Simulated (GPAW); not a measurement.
# B K-edge XANES of Mn2B (I4/mcm), part 2 of 3

Aim: the near-edge shape at the B K edge of Mn2B (I4/mcm), and what the core hole does to it.

GPAW 26.7.0; X-ray absorption from dipole matrix elements to empty bands, plane-wave PAW LDA.

So far. Step 2 (The field without a hole): The mesh shows no gap, so the system is treated as a metal and the core electron is put at the Fermi level (neutral cell). Step 3 (Spectrum without a core hole, B atom 5): Main maxima below 24 eV (height): 2.8 eV (0.99), 4.1 eV (1.06), 6.1 eV (1.86), 8.3 eV (1.28), 11.1 eV (2.17) and 20.1 eV (0.82). A K edge sees empty p states on the absorber.

## 5. Spectrum with XCH, B atom 5

The holes are 5.1 Å apart. In GPAW the data set carries the hole's charge, so charge=0 means a charged cell and charge=-1 a neutral one. The excited electron is kept in the cell, where it fills the lowest empty states and screens the hole. After the field has converged, empty bands are computed with the density fixed and the dipole matrix elements are summed.

File xas.py:

```python
import numpy as np
from ase import Atoms
from ase.parallel import parprint, paropen
from gpaw import GPAW, PW, FermiDirac, Mixer, MixerDif, setup_paths
from gpaw.test import gen
setup_paths.insert(0, '.')
gen('B', name='fch1s', xcname='LDA', corehole=(1, 0, 1), write_xml=True)
from gpaw.mpi import world
world.barrier()

atoms = Atoms('Mn12B6',
    cell=[[0, 5.148, 0],
     [5.148, 0, 0],
     [-2.574, -2.574, -6.312]],
    scaled_positions=[[0.17033333, 0.99633333, 0.66666667],
     [0.837, 0.663, 0],
     [0.50366667, 0.32966667, 0.33333333],
     [0.67033333, 0.17033333, 0.66666667],
     [0.337, 0.837, 0],
     [0.00366667, 0.50366667, 0.33333333],
     [0.163, 0.337, 0],
     [0.82966667, 0.00366667, 0.33333333],
     [0.49633333, 0.67033333, 0.66666667],
     [0.663, 0.163, 0],
     [0.32966667, 0.82966667, 0.33333333],
     [0.99633333, 0.49633333, 0.66666667],
     [0.75, 0.75, 0.5],
     [0.41666667, 0.41666667, 0.83333333],
     [0.08333333, 0.08333333, 0.16666667],
     [0.91666667, 0.91666667, 0.83333333],
     [0.58333333, 0.58333333, 0.16666667],
     [0.25, 0.25, 0.5]],
    magmoms=[4.0, 4.0, 4.0, 4.0, 4.0, 4.0, 4.0, 4.0, 4.0, 4.0, 4.0, 4.0, 0.0, 0.0, 0.0, 0.0, 0.0, 0.0],
    pbc=True)
atoms.calc = calc = GPAW(legacy_gpaw=True, mode=PW(430, force_complex_dtype=True), xc='LDA', setups={12: 'fch1s'},
    kpts={'size': (4, 4, 4), 'gamma': True}, occupations=FermiDirac(0.1),
    charge=-1, mixer=MixerDif(0.05, 8, 50), maxiter=150,
    convergence={'density': 0.0001, 'eigenstates': 1e-6}, txt='scf.txt')
energy = atoms.get_potential_energy() + calc.get_reference_energy()
ef = calc.get_fermi_level()
out = dict(energy=energy, fermi=ef, forces=atoms.get_forces().tolist(), magmoms=atoms.get_magnetic_moments().tolist())
parprint(f'all-electron energy {energy:.4f} eV, Fermi level {ef:.4f} eV')
ev = np.array([[calc.get_eigenvalues(k, s) for k in range(len(calc.get_ibz_k_points()))] for s in range(calc.get_number_of_spins())])
out['homo'], out['lumo'], out['counts'] = ev[ev < ef].max(), ev[ev > ef].min(), sorted(set((ev < ef).sum((0, 2)).tolist()))
out['filled'] = (ev[:, 0] < ef).sum(1).tolist()

from ase.units import Ha
from gpaw.xas import dipole_matrix_elements
nb = int(calc.get_number_of_electrons() / 2) + 162
top, nb = nb, nb + 8 + nb // 12
nscf = calc.fixed_density(kpts={'size': (4, 4, 4), 'gamma': True}, nbands=nb,
    convergence={'bands': top, 'eigenstates': 5e-3}, maxiter=60, txt='nscf.txt')
cell = atoms.cell.array
ops = [cell.T @ U.T @ np.linalg.inv(cell.T) for U in nscf.wfs.kd.symmetry.op_scc]
E = np.arange(-6, 34, 0.1)
fwhm = np.interp(E, [4, 25], [0.9, 3.5])
Y, X, zero, highest = 0, 0, 1e9, 1e9
for spin in range(nscf.get_number_of_spins()):
    wfs = nscf.wfs
    mine = wfs.bd.get_slice()  # this rank's bands
    A = dipole_matrix_elements(wfs.setups[12])
    eps = np.zeros((wfs.kd.nibzkpts, nb))
    d = np.zeros((3, A.shape[1], wfs.kd.nibzkpts, nb), complex)
    for kpt in wfs.kpt_u:
        if kpt.s == spin and 12 in kpt.P_ani:
            eps[kpt.k, mine] = kpt.eps_n * Ha
            d[:, :, kpt.k, mine] = (kpt.weight * wfs.nspins / 2) ** 0.5 * np.inner(A, kpt.P_ani[12])
    world.sum(eps)
    world.sum(d)
    T = np.einsum('amkn,bmkn->abkn', d, d.conj()).real
    T = sum(np.einsum('ai,ijkn,bj->abkn', R, T, R) for R in ops) / len(ops)
    empty = eps > ef
    zero, highest = min(zero, eps[empty].min()), min(highest, eps[:, top - 1].min())
    lines = [(eps, T, empty)] if spin == 0 else lines + [(eps, T, empty)]
for eps, T, empty in lines:
    f = np.einsum('aakn->akn', T).reshape(3, -1)
    x = eps.ravel() - zero
    w = np.interp(x, E, fwhm) / 2.35482
    g = np.exp(-0.5 * ((E[:, None] - x) / w) ** 2) / (w * (2 * np.pi) ** 0.5)
    Y = Y + (f * empty.ravel()) @ g.T
    X = X + (f * ~empty.ravel()) @ g.T
out.update(E=E.round(2).tolist(), xas=Y.tolist(), xes=X.tolist(), zero=zero, valid=highest - zero, nk=len(eps), nb=nb)
for i in range(0, len(E), 10):
    parprint(f'{E[i]:7.2f}', *(f'{v:10.3e}' for v in Y[:, i]))
import json
with paropen('out.json', 'w') as f:
    json.dump(out, f)
```

Run with:

```bash
$ OMP_NUM_THREADS=1 mpirun -n 4 gpaw python xas.py
```

Numbers of over 12 decimals in the logs are rounded to 6 here.

What it wrote:

```text
Input parameters:
  charge: -1
  convergence: {density: 0.0001,
                eigenstates: 1e-06}
  kpts: {gamma: True,
         size: (4, 4, 4)}
  maxiter: 150
  mixer: {backend: pulay,
          beta: 0.05,
          method: difference,
          nmaxold: 8,
          weight: 50}
  mode: {ecut: 430.0,
         force_complex_dtype: True,
         name: pw}
  occupations: {fixmagmom: False,
                name: fermi-dirac,
                width: 0.1}
  setups: {12: fch1s}

Initialize ...

[... PAW data sets ...]

Reference energy: -381236.495485  # eV

Spin-polarized calculation.
Initial magnetic moment: 48.000000

[... convergence settings ...]
Symmetries present (total): 4
  [... symmetry matrices ...]

64 k-points: 4 x 4 x 4 Monkhorst-Pack grid + [1/8,1/8,1/8]
14 k-points in the irreducible part of the Brillouin zone
       k-points in crystal coordinates                weights
   0:     0.00000000    0.00000000    0.00000000          1/64
   1:     0.00000000    0.00000000    0.25000000          2/64
   2:     0.00000000    0.00000000    0.50000000          1/64
   3:     0.25000000    0.00000000    0.00000000          8/64
   4:     0.25000000    0.00000000    0.50000000          8/64
   5:     0.25000000    0.25000000   -0.25000000          4/64
   6:     0.25000000    0.25000000    0.25000000          4/64
   7:     0.25000000    0.25000000    0.50000000          8/64
   8:     0.50000000    0.00000000    0.25000000          4/64
   9:     0.50000000    0.00000000    0.50000000          4/64
          ...
  13:     0.50000000    0.50000000    0.50000000          2/64

Wave functions: Plane wave expansion
  Cutoff energy: 430.000 eV
  Number of coefficients (min, max): 3380, 3413
  Pulay-stress correction: 0.000000 eV/Ang^3 (de/decut=0.000000)
  Using FFTW library
  Wavefunction extrapolation:
    Improved wavefunction reuse through dual PAW basis

Occupation numbers: Fermi-Dirac:
  width: 0.1000  # eV

Eigensolver
   Davidson(niter=2)

Densities:
  Coarse grid: 35*35*35 grid
  Fine grid: 70*70*70 grid
  Total Charge: 0.000000

Density mixing:
  Method: difference
  Backend: pulay
  Linear mixing parameter: 0.05
  old densities: 8
  Width of damping distribution: 1.1
  Damping of long wavelength oscillations: 50

[... Hamiltonian set-up ...]
Number of atoms: 18
Number of atomic orbitals: 180
Number of bands in calculation: 153
Number of valence electrons: 199
Bands to converge: occupied

... initialized

Initializing position-dependent things.

Density initialized from atomic densities
Creating initial wave functions:
  153 bands from LCAO basis set

              Mn     Mn
                     Mn
              Mn  B
          Mn
          B  Mn   Mn
              Mn  B
         MB  Mn
              Mn  B
                 Mn
          B

Atomic positions and initial magnetic moments

Positions:
   0 Mn     3.413124   -0.839124   -4.208000    ( 0.0000,  0.0000,  4.0000)
   1 Mn     3.413124    4.308876    0.000000    ( 0.0000,  0.0000,  4.0000)
   2 Mn     0.839124    1.734876   -2.104000    ( 0.0000,  0.0000,  4.0000)
   3 Mn    -0.839124    1.734876   -4.208000    ( 0.0000,  0.0000,  4.0000)
   4 Mn     4.308876    1.734876    0.000000    ( 0.0000,  0.0000,  4.0000)
   5 Mn     1.734876   -0.839124   -2.104000    ( 0.0000,  0.0000,  4.0000)
   6 Mn     1.734876    0.839124    0.000000    ( 0.0000,  0.0000,  4.0000)
[...]
15 B      2.574000    2.574000   -5.260000    ( 0.0000,  0.0000,  0.0000)
  16 B      2.574000    2.574000   -1.052000    ( 0.0000,  0.0000,  0.0000)
  17 B      0.000000    0.000000   -3.156000    ( 0.0000,  0.0000,  0.0000)

Unit cell:
           periodic     x           y           z      points  spacing
  1. axis:    yes    0.000000    5.148000    0.000000    35     0.1362
  2. axis:    yes    5.148000    0.000000    0.000000    35     0.1362
[...]
13 B  ( 0.000000,  0.000000, -0.000590)
  14 B  ( 0.000000,  0.000000, -0.000590)
  15 B  ( 0.000000,  0.000000,  0.002138)
  16 B  ( 0.000000,  0.000000,  0.002138)
  17 B  ( 0.000000,  0.000000, -0.000580)

Energy contributions relative to reference atoms: (reference = -381236.495485)

Kinetic:        -42.677739
Potential:      +21.535689
External:        +0.000000
XC:            -182.592606
Entropy (-ST):   -0.671143
Local:           +2.454648
SIC:             +0.000000
--------------------------
Free energy:   -201.951151
Extrapolated:  -201.615579

Spin contamination: 1.579180 electrons
Showing only first 2 kpts
                      Up                     Down
 Kpt  Band  Eigenvalues  Occupancy  Eigenvalues  Occupancy
  0    97     10.04767    0.99754     10.08313    0.99650
  0    98     10.04767    0.99754     10.08313    0.99650
  0    99     10.46411    0.86301     10.48425    0.83741
  0   100     10.47869    0.84483     10.49061    0.82856

  1    97     10.14792    0.99332     10.18604    0.99025
  1    98     10.19394    0.98946     10.21448    0.98709
  1    99     10.20903    0.98777     10.24486    0.98259
  1   100     10.21721    0.98674     10.25184    0.98135

Fermi level: 10.64815

No gap
No difference between direct/indirect transitions

Forces in eV/Ang:
  0 Mn   -0.32388   -0.13682    0.16606
  1 Mn   -0.19770    0.19771    0.00008
  2 Mn    0.13681    0.32387   -0.16614
  3 Mn   -0.13682    0.32388    0.16606
  4 Mn    0.19771    0.19770    0.00008
  5 Mn    0.32387   -0.13681   -0.16614
  6 Mn    0.19770   -0.19771    0.00008
[...]
15 B     0.00000    0.00000   -0.34012
 16 B     0.00000    0.00000    0.34015
 17 B     0.00000   -0.00000   -0.00003
Scalar-relativistic atomic LDA calculation for B (Boron, Z=5)
Core hole in 1s state (1s occupation: 1.0)
300 radial gridpoints.
|------------------------------------------------|
|------------------------------------------------|
[... the atom generator's iteration count ...]

Energy contributions:
-------------------------
Kinetic:      +16.693400
XC:            -2.260601
Potential:    -31.255183
-------------------------
Total:        -16.822384

state      eigenvalue         ekin         rmax
-----------------------------------------------
1s^1.0 :    -8.526766    11.791826        0.204
2s^2.0 :    -0.864526     1.675176        1.279
2p^1.0 :    -0.653666     1.551222        1.105
-----------------------------------------------
(units: Bohr and Hartree)

Generating PAW setup
Kinetic energy of the core from tauc = 11.795725
Cutoffs:
rc(s)=1.200
rc(p)=1.200
rc(d)=1.200
rc(vbar)=1.080
rc(comp)=1.200
rc(nct)=1.200

Kinetic energy of the core states: 11.791826
Charge: 1.0
Core electrons: 1.0
Valence electrons: 3.0
Pseudo-core charge: 0.037612
Shape function alpha=6.944
Pseudo-electron charge 3.041132
state    eigenvalue         norm
--------------------------------
2s(2) :    -0.864526     1.030522
*s    :     0.135474
2p(1) :    -0.653666     0.942475
*p    :     0.346334
*d    :     0.000000
--------------------------------

Diagonalizing with gridspacing h=0.050

state   all-electron     PAW
-------------------------------
2s:      -0.864526    -0.865247
2p:      -0.653666    -0.654690
*d:                   -0.075592
*f:                   -0.015154
-------------------------------
<dir> UserWarning: Initial realspace grid (25,25,35) inconsistent with symmetries.
  warnings.warn(
<dir> UserWarning: Using symmetrized grid: (35,35,35).

  warnings.warn('Using symmetrized grid: ({},{},{}).\n'.format(*N_c))
<dir> UserWarning: Initial realspace grid (25,25,35) inconsistent with symmetries.
  warnings.warn(
<dir> UserWarning: Using symmetrized grid: (35,35,35).

  warnings.warn('Using symmetrized grid: ({},{},{}).\n'.format(*N_c))
<dir> UserWarning: Initial realspace grid (25,25,35) inconsistent with symmetries.
  warnings.warn(
<dir> UserWarning: Using symmetrized grid: (35,35,35).

  warnings.warn('Using symmetrized grid: ({},{},{}).\n'.format(*N_c))
<dir> UserWarning: Initial realspace grid (25,25,35) inconsistent with symmetries.
  warnings.warn(
<dir> UserWarning: Using symmetrized grid: (35,35,35).

  warnings.warn('Using symmetrized grid: ({},{},{}).\n'.format(*N_c))
all-electron energy -381438.1111 eV, Fermi level 10.6482 eV
  -6.00  5.692e-59  5.692e-59  3.032e-59
  -5.00  1.483e-42  1.483e-42  8.541e-43
  -4.00  4.228e-29  4.228e-29  2.712e-29
  -3.00  1.346e-18  1.346e-18  1.007e-18
  -2.00  5.042e-11  5.042e-11  4.673e-11
  -1.00  2.572e-06  2.572e-06  3.016e-06
  -0.00  2.884e-04  2.884e-04  3.626e-04
[...]
31.00  6.244e-04  6.244e-04  5.919e-04
  32.00  5.209e-04  5.209e-04  5.413e-04
  33.00  4.255e-04  4.255e-04  4.919e-04
[key lines of the parts left out:]
Converged after 20 iterations.
Dipole moment: (-0.000981, -0.000981, 0.000017) |e|*Ang
```

Run time: 5.5 min. Hardware: 4 MPI ranks of AMD EPYC 9R14 (Zen 4), shared host; peak memory 1.2 GiB; 22 min of CPU time.

The B K spectrum, B atom 5, excited-electron core hole (neutral cell) (energy from the lowest empty level; intensity scaled to a mean of 1 over the first 20 eV; polarised curves are means over the symmetry-equivalent atoms):

```tsv
E (eV)	isotropic	ε ⊥ c	ε ∥ c
-2.0	0.00	0.00	0.00
-0.5	0.06	0.05	0.07
1.0	0.73	0.61	0.98
2.5	1.78	1.74	1.86
4.0	1.53	1.52	1.57
5.5	2.23	2.00	2.70
7.0	1.21	0.73	2.17
8.5	1.00	0.73	1.54
10.0	1.35	1.42	1.21
11.5	0.95	1.12	0.61
13.0	0.40	0.56	0.09
14.5	0.44	0.58	0.14
16.0	0.44	0.55	0.21
17.5	0.65	0.82	0.30
19.0	0.67	0.77	0.47
20.5	0.56	0.58	0.54
22.0	0.42	0.40	0.46
23.5	0.43	0.39	0.52
25.0	0.58	0.51	0.71
26.5	0.68	0.64	0.77
28.0	0.67	0.67	0.68
29.5	0.65	0.67	0.62
31.0	0.60	0.61	0.58
```

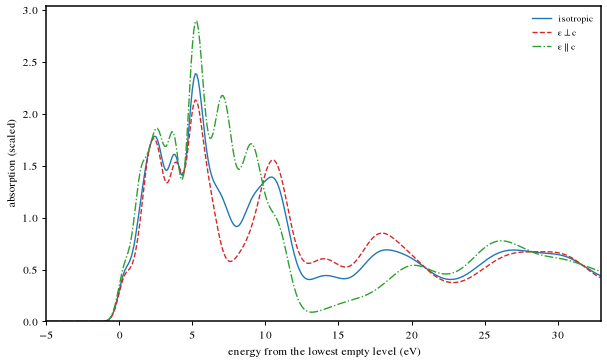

The B K edge, B atom 5, excited-electron core hole (neutral cell): main maxima at 2.4, 3.8 and 5.2 eV.

Main maxima below 24 eV (height): 2.4 eV (1.78), 3.8 eV (1.61), 5.2 eV (2.38), 10.4 eV (1.39) and 18.3 eV (0.69). 

The total-energy difference is 185.47 eV.

## 6. Spectrum with FCH, B atom 5

The holes are 5.1 Å apart. In GPAW the data set carries the hole's charge, so charge=0 means a charged cell and charge=-1 a neutral one. The excited electron is left out and a uniform background balances the charge. After the field has converged, empty bands are computed with the density fixed and the dipole matrix elements are summed.

Changed against the first core-hole run: core hole to FCH.

xas.py, as its differences from that of step 5:

```diff
@@ -36,3 +36,3 @@
     kpts={'size': (4, 4, 4), 'gamma': True}, occupations=FermiDirac(0.1),
-    charge=-1, mixer=MixerDif(0.05, 8, 50), maxiter=150,
+    charge=0, mixer=MixerDif(0.05, 8, 50), maxiter=150,
     convergence={'density': 0.0001, 'eigenstates': 1e-6}, txt='scf.txt')
```

What it wrote:

```text
Input parameters:
  convergence: {density: 0.0001,
                eigenstates: 1e-06}
  kpts: {gamma: True,
         size: (4, 4, 4)}
  maxiter: 150
  mixer: {backend: pulay,
          beta: 0.05,
          method: difference,
          nmaxold: 8,
          weight: 50}
  mode: {ecut: 430.0,
         force_complex_dtype: True,
         name: pw}
  occupations: {fixmagmom: False,
                name: fermi-dirac,
[...]
warnings.warn(
<dir> UserWarning: Using symmetrized grid: (35,35,35).

  warnings.warn('Using symmetrized grid: ({},{},{}).\n'.format(*N_c))
all-electron energy -381448.7003 eV, Fermi level 10.5160 eV
  -6.00  4.534e-59  4.534e-59  2.175e-59
  -5.00  1.196e-42  1.196e-42  5.471e-43
  -4.00  3.507e-29  3.507e-29  1.571e-29
  -3.00  1.166e-18  1.166e-18  5.493e-19
[...]
32.00  5.412e-04  5.412e-04  5.499e-04
  33.00  4.395e-04  4.395e-04  4.984e-04
[key lines of the parts left out:]
Converged after 20 iterations.
Dipole moment: (-0.004749, -0.004749, -0.000010) |e|*Ang
Free energy:   -212.531966
Fermi level: 10.51596
```

The job ended after 5.4 min (4 MPI ranks; peak memory 1.2 GiB; 22 min of CPU time).

```tsv
E (eV)	first run	this run
-2.0	0.00	0.00
-1.0	0.00	0.00
0.0	0.31	0.29
1.0	0.73	0.69
2.0	1.63	1.58
3.0	1.52	1.55
4.0	1.53	1.58
5.0	2.24	2.05
6.0	1.62	1.75
7.0	1.21	1.23
8.0	0.91	0.93
9.0	1.17	1.11
10.0	1.35	1.33
11.0	1.25	1.32
12.0	0.63	0.73
13.0	0.40	0.41
14.0	0.44	0.44
15.0	0.42	0.43
16.0	0.44	0.43
17.0	0.58	0.55
18.0	0.68	0.67
19.0	0.67	0.68
20.0	0.61	0.62
21.0	0.51	0.53
22.0	0.42	0.43
23.0	0.41	0.40
24.0	0.47	0.46
25.0	0.58	0.56
26.0	0.66	0.65
27.0	0.69	0.69
28.0	0.67	0.68
29.0	0.66	0.66
30.0	0.64	0.65
31.0	0.60	0.61
32.0	0.52	0.53
```

The scaled spectrum changes by 5 % r.m.s. The highest intensity below 16 eV goes from 5.2 eV (2.38) to 5.4 eV (2.37).

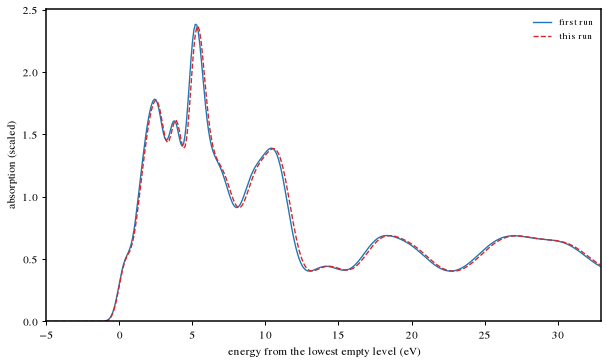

The effect of the change (core hole to FCH).

The photon energy of the zero moves by -0.07 eV.

## 7. Cell without a hole, the energy reference

The cell and mesh change for the next run, so it gets a reference energy of its own.

File scf.py:

```python
import numpy as np
from ase import Atoms
from ase.parallel import parprint, paropen
from gpaw import GPAW, PW, FermiDirac, Mixer, MixerDif, setup_paths
from gpaw.test import gen
setup_paths.insert(0, '.')
gen('B', name='nch1s', xcname='LDA', corehole=(1, 0, 0), write_xml=True)
from gpaw.mpi import world
world.barrier()

atoms = Atoms('Mn4B2',
    cell=[[-2.574, 2.574, 2.104],
     [2.574, -2.574, 2.104],
     [2.574, 2.574, -2.104]],
    scaled_positions=[[0.837, 0.663, 0.5],
     [0.337, 0.837, 0.174],
     [0.163, 0.337, 0.5],
     [0.663, 0.163, 0.826],
     [0.75, 0.75, 0],
     [0.25, 0.25, 0]],
    magmoms=[4.0, 4.0, 4.0, 4.0, 0.0, 0.0],
    pbc=True)
atoms.calc = calc = GPAW(legacy_gpaw=True, mode=PW(430, force_complex_dtype=True), xc='LDA', setups={4: 'nch1s'},
    kpts={'size': (5, 5, 5), 'gamma': True}, occupations=FermiDirac(0.1),
    charge=0, mixer=MixerDif(0.05, 8, 50), maxiter=150,
    convergence={'density': 0.0001, 'eigenstates': 1e-6}, txt='scf.txt')
energy = atoms.get_potential_energy() + calc.get_reference_energy()
ef = calc.get_fermi_level()
out = dict(energy=energy, fermi=ef, forces=atoms.get_forces().tolist(), magmoms=atoms.get_magnetic_moments().tolist())
parprint(f'all-electron energy {energy:.4f} eV, Fermi level {ef:.4f} eV')
ev = np.array([[calc.get_eigenvalues(k, s) for k in range(len(calc.get_ibz_k_points()))] for s in range(calc.get_number_of_spins())])
out['homo'], out['lumo'], out['counts'] = ev[ev < ef].max(), ev[ev > ef].min(), sorted(set((ev < ef).sum((0, 2)).tolist()))
out['filled'] = (ev[:, 0] < ef).sum(1).tolist()
import json
with paropen('out.json', 'w') as f:
    json.dump(out, f)
```

Run with:

```bash
$ OMP_NUM_THREADS=1 mpirun -n 4 gpaw python scf.py
```

What it wrote:

```text
Input parameters:
  convergence: {density: 0.0001,
                eigenstates: 1e-06}
  kpts: {gamma: True,
         size: (5, 5, 5)}
  maxiter: 150
  mixer: {backend: pulay,
          beta: 0.05,
          method: difference,
          nmaxold: 8,
          weight: 50}
  mode: {ecut: 430.0,
         force_complex_dtype: True,
         name: pw}
  occupations: {fixmagmom: False,
                name: fermi-dirac,
[...]
2s(2) :    -0.344821     1.005361
*s    :     0.655179
2p(1) :    -0.136481     0.982498
*p    :     0.863519
*d    :     0.000000
--------------------------------

Diagonalizing with gridspacing h=0.050

state   all-electron     PAW
-------------------------------
2s:      -0.344821    -0.345234
2p:      -0.136481    -0.136840
*d:                    0.041809
*f:                    0.072211
-------------------------------
all-electron energy -127207.8698 eV, Fermi level 10.5572 eV
[key lines of the parts left out:]
Converged after 13 iterations.
Dipole moment: (-0.000000, 0.000000, -0.000000) |e|*Ang
Free energy:    -60.858525
Fermi level: 10.55720
```

Run time: 17 s. Hardware: 4 MPI ranks; peak memory 0.3 GiB.

(Part 2 of 3 ends here.)

[Banner, clock and machine lines of the logs are left out without a mark of their own.]

[Logs are printed without paths, hosts, clocks, repeated set-up lines and the standing remarks that a program may print on its own settings, such as how far it seeks lower states.]

[Hosts, paths, dates, database ids (printed as entryN), source tags and the programs' standing remarks are cut or masked in the printed files.]

[Lists of maxima count a maximum above −3 eV only where it reaches 4 % of the highest in the window and stands out from its surroundings by 2 % of it (1.5 % where it reaches 55 %); shoulders and weaker maxima are passed over, and of the rest the first, up to two pre-edge ones and the few strongest are named.]
